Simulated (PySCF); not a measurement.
**C₅H₁₀OSi (SMILES C=C/C=C/O[SiH2]C): density, localisation and related maps**

```yaml
atoms:
  - { symbol: C, position_ang: [3.6249, -0.2794, 1.6556] }
  - { symbol: C, position_ang: [2.8103, -0.0556, 0.6288] }
  - { symbol: C, position_ang: [1.3732, -0.1244, 0.7146] }
  - { symbol: C, position_ang: [0.5689, 0.1032, -0.3260] }
  - { symbol: O, position_ang: [-0.7686, 0.0346, -0.2274] }
  - { symbol: Si, position_ang: [-1.9461, 0.2672, -1.3335] }
  - { symbol: C, position_ang: [-3.5194, -0.0312, -0.3357] }
  - { symbol: H, position_ang: [3.2444, -0.5305, 2.6317] }
  - { symbol: H, position_ang: [4.6947, -0.2201, 1.5581] }
  - { symbol: H, position_ang: [3.2150, 0.1956, -0.3432] }
  - { symbol: H, position_ang: [0.9394, -0.3728, 1.6725] }
  - { symbol: H, position_ang: [0.9643, 0.3548, -1.3042] }
  - { symbol: H, position_ang: [-1.8682, 1.6306, -1.8716] }
  - { symbol: H, position_ang: [-1.7912, -0.6842, -2.4404] }
  - { symbol: H, position_ang: [-3.5508, -1.0366, 0.0735] }
  - { symbol: H, position_ang: [-3.6081, 0.6645, 0.4935] }
  - { symbol: H, position_ang: [-4.3898, 0.0965, -0.9703] }
```

Geometry: GFN2-xTB.

Method: wB97X-D/def2-SVPD, SCF density, gas phase in PySCF 2.14.0.

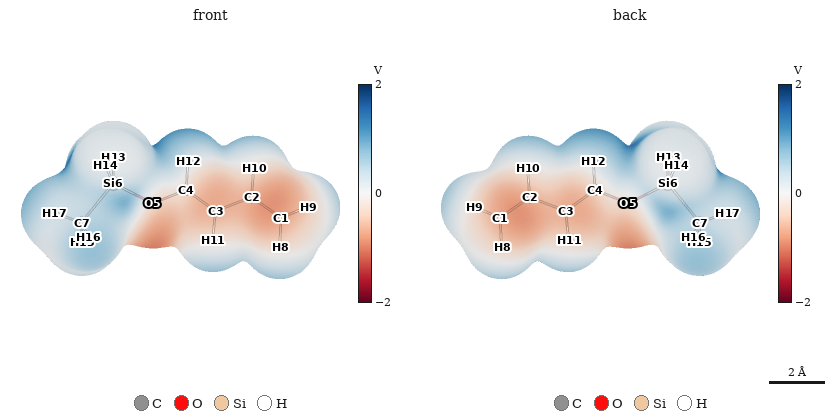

Figure 1. The electrostatic potential painted on the density surface at 0.002 e/bohr³, seen from the front and from behind; red is negative and blue positive.

Question: Where is the surface potential most negative and most positive?

Answer: The most negative region (about −0.9 V) lies over C1, C2 and O5, the most positive (about +1.5 V) over Si6.

Question: What dipole moment does the calculation give?

Answer: Its dipole moment is 1.43 D.

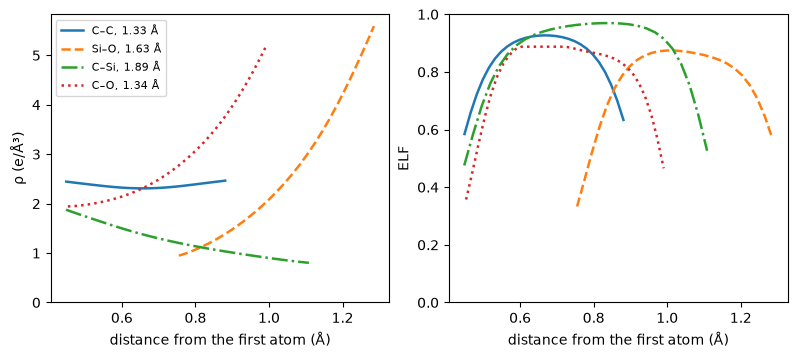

Figure 2. Electron density and ELF along straight lines between neighbouring atoms. The curves leave out the atomic cores.

Question: What can be read from the curves?

Answer: C–C (1.33 Å): ρ at the midpoint is about 2.3 e/Å³; the ELF peaks at about 0.95 between the atoms; a multiple bond.
Si–O (1.63 Å): ρ at the midpoint is about 1.1 e/Å³; the ELF peaks at about 0.85 between the atoms, as expected for a polar covalent bond.
C–Si (1.89 Å): ρ at the midpoint is about 0.96 e/Å³; the ELF peaks at about 0.95 between the atoms (a covalent bond).
C–O (1.34 Å): ρ is about 2.4 e/Å³ halfway; the ELF peaks at about 0.90 between the atoms; a polar covalent bond.
